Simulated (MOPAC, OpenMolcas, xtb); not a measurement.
# A ladder of methods for BHSF (SMILES F[B]S)

The species is BHSF (4 atoms), meant as a doublet with charge 0. As SMILES, `F[B]S`. The coordinates come from a GFN2-xTB relaxation.

```xyz
4

F     0.7607   -0.5063    1.6172
B     0.5108    0.2151    0.5490
S    -0.6726   -0.3570   -0.6462
H    -0.5989    0.6482   -1.5199
```

Each level gives the dipole moment (D). The values are calculated.

```
                              level            kind     program  value (D)   CPU time
                                AM1  semi-empirical       MOPAC       1.74  under 2 s
                               MNDO  semi-empirical       MOPAC       1.49  under 2 s
                                PM6  semi-empirical       MOPAC       1.79  under 2 s
                           GFN2-xTB  semi-empirical         xtb       1.87  under 2 s
                         UHF/STO-3G    Hartree–Fock  OpenMolcas       1.16        2 s
                          UHF/3-21G    Hartree–Fock  OpenMolcas       1.97      2.2 s
                       UHF/def2-SVP    Hartree–Fock  OpenMolcas       1.66        3 s
                    UBLYP/def2-SVPD             GGA  OpenMolcas       1.28       26 s
UB3LYP/6-31G* (spherical functions)   global hybrid  OpenMolcas       1.21       13 s
UB3LYP/6-31G* (Cartesian functions)   global hybrid  OpenMolcas       1.21       14 s
```

The values span 1.16 to 1.97 D. Sets without polarisation functions give poor dipoles. CPU times are rough (shared hosts, several kinds of processor): they show what a rung costs within a factor of a few.

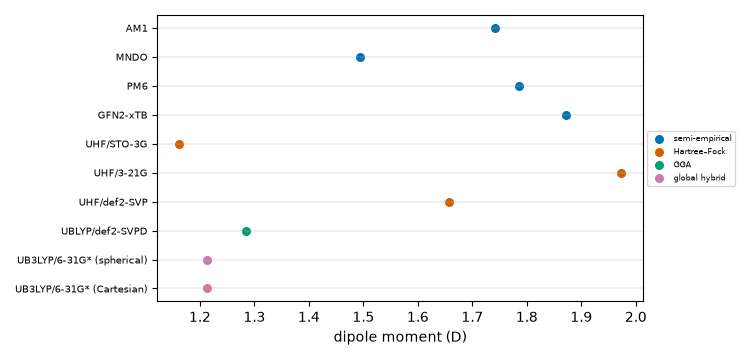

The values of the table, level by level.
